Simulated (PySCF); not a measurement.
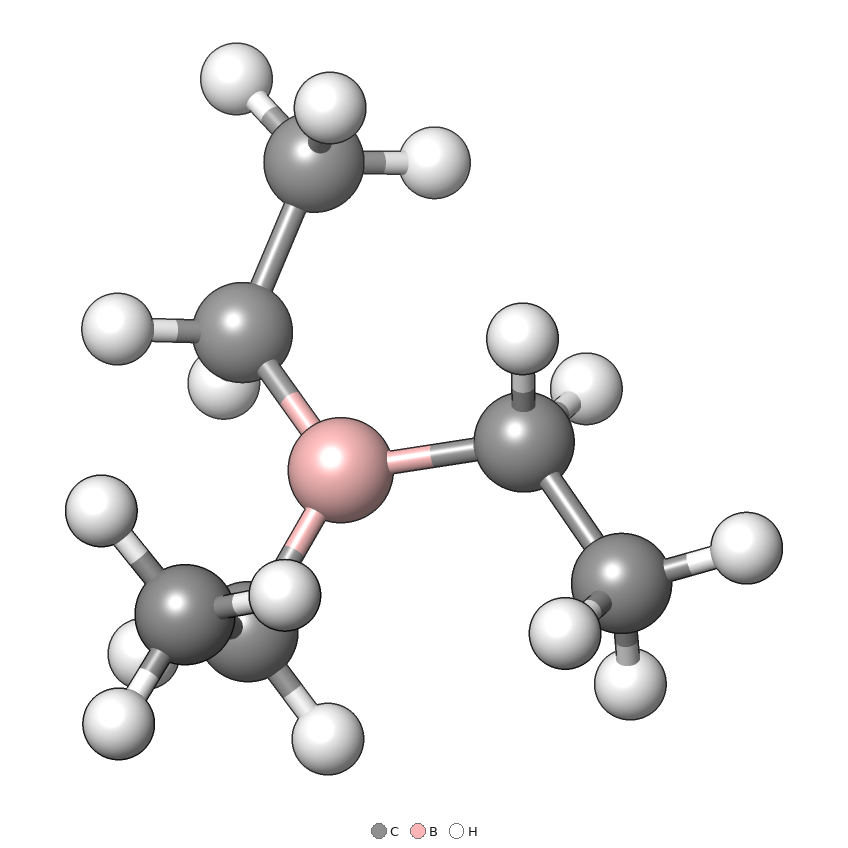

Rendered structure (ball-and-stick style).

**Give the formula.**

C₆H₁₅B, 22 atoms: 6 carbon, 15 hydrogen and 1 boron.

**What is its SMILES?**

CCB(CC)CC

**Count the bonded pairs by element.**

15 C–H, 3 C–C, 3 C–B.

**Describe its rings.**

It has no ring.

More results for the same structure follow; atom numbers are the same in all pictures, views and colours differ. The computed structure is the end point of a PBE0-D3(BJ)/def2-SVP optimisation. No frequency run is at hand to confirm it as a minimum.

## Geometry

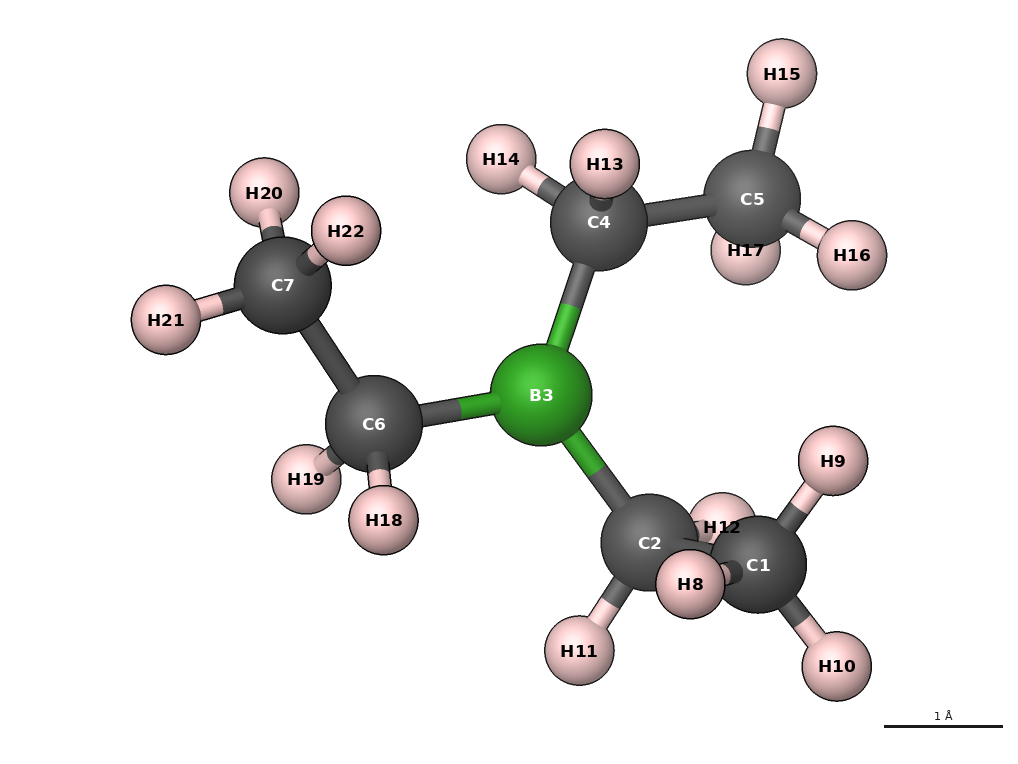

Atoms carry their numbers in the input. No frequency run is at hand to confirm it as a minimum.

**How are the neighbours of atom 1 arranged?**

C1 has 4 neighbours (C2 at 1.54, H8 at 1.10, H9 at 1.10, H10 at 1.10 Å); the arrangement is tetrahedral.

**What is the geometry at C4?**

C4 has 4 neighbours (B3 at 1.58, C5 at 1.52, H13 at 1.11, H14 at 1.11 Å); the arrangement is tetrahedral.

**Describe the coordination of atom 3.**

B3 has 3 neighbours (C2 at 1.58, C4 at 1.58, C6 at 1.58 Å); the arrangement is trigonal planar.

**Describe the coordination of atom 7.**

C7 has 4 neighbours (C6 at 1.52, H20 at 1.10, H21 at 1.10, H22 at 1.10 Å); the arrangement is tetrahedral.

**What is the dihedral angle C1–C2–B3–C4?**

84° in size, that is about perpendicular.

## Charges

The questions are on IAO charges. No frequency run is at hand to confirm it as a minimum. Level of theory: PBE0/pcSseg-1, gas phase (PySCF 2.14.0).

**Which atom carries the highest charge (most positive or least negative)?**

B3 (0.33 e).

**And the lowest?**

C5, C7 (−0.40 e).

Give the IAO charges atom by atom.

| atom | value (e) |
| --- | --- |
| C1 | −0.39 |
| C2 | −0.39 |
| B3 | 0.33 |
| C4 | −0.39 |
| C5 | −0.40 |
| C6 | −0.39 |
| C7 | −0.40 |
| H8 | 0.13 |
| H9 | 0.13 |
| H10 | 0.14 |
| H11 | 0.13 |
| H12 | 0.13 |
| H13 | 0.15 |
| H14 | 0.14 |
| H15 | 0.13 |
| H16 | 0.13 |
| H17 | 0.13 |
| H18 | 0.14 |
| H19 | 0.15 |
| H20 | 0.13 |
| H21 | 0.13 |
| H22 | 0.13 |

## NMR shielding

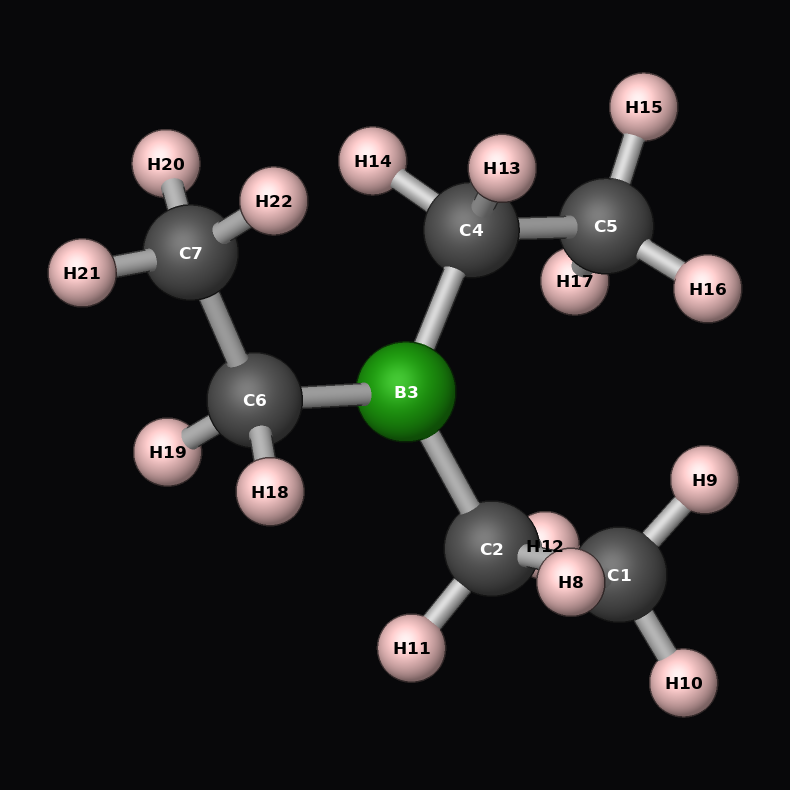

No frequency run is at hand to confirm it as a minimum. Properties computed with GIAO PBE0/pcSseg-1 NMR shielding, non-relativistic, gas phase (PySCF 2.14.0). Principal shieldings σ11 ≤ σ22 ≤ σ33, span Ω = σ33 − σ11, skew κ = 3(σiso − σ22)/Ω.

**Which C atom has the most anisotropic shielding?**

C4, with a span of 42 ppm.

Give the shielding tensors of the C atoms.

```
atom    σ11    σ22    σ33   σiso     Ω      κ
  C1  166.9  174.2  185.8  175.6  18.9   0.23
  C2  153.5  168.2  174.0  165.2  20.5  −0.43
  C4  138.6  171.4  180.7  163.5  42.1  −0.56
  C5  167.9  171.5  184.0  174.4  16.1   0.55
  C6  138.9  164.9  173.5  159.1  34.6  −0.50
  C7  168.3  170.8  183.9  174.3  15.6   0.68
```

Shieldings and span in ppm.

## Quadrupole coupling

No frequency run is at hand to confirm it as a minimum. Electric field gradients from the ground-state density, PBE0/pcSseg-1 (PySCF 2.14.0), non-relativistic apart from any core potentials.

Give the largest field-gradient component, the quadrupole coupling constant and the asymmetry for 11B at B3 (Q = 40.59 mb), 2H at H8 (Q = 2.86 mb), 2H at H9 (Q = 2.86 mb), 2H at H10 (Q = 2.86 mb), 2H at H11 (Q = 2.86 mb).

```json
{"atom": "B3", "V_zz (a.u.)": "0.595", "e²qQ/h (MHz)": "5.67", "η": "0.01"}
{"atom": "H8", "V_zz (a.u.)": "0.290", "e²qQ/h (MHz)": "0.195", "η": "0.02"}
{"atom": "H9", "V_zz (a.u.)": "0.290", "e²qQ/h (MHz)": "0.195", "η": "0.02"}
{"atom": "H10", "V_zz (a.u.)": "0.293", "e²qQ/h (MHz)": "0.197", "η": "0.02"}
{"atom": "H11", "V_zz (a.u.)": "0.291", "e²qQ/h (MHz)": "0.195", "η": "0.03"}
```
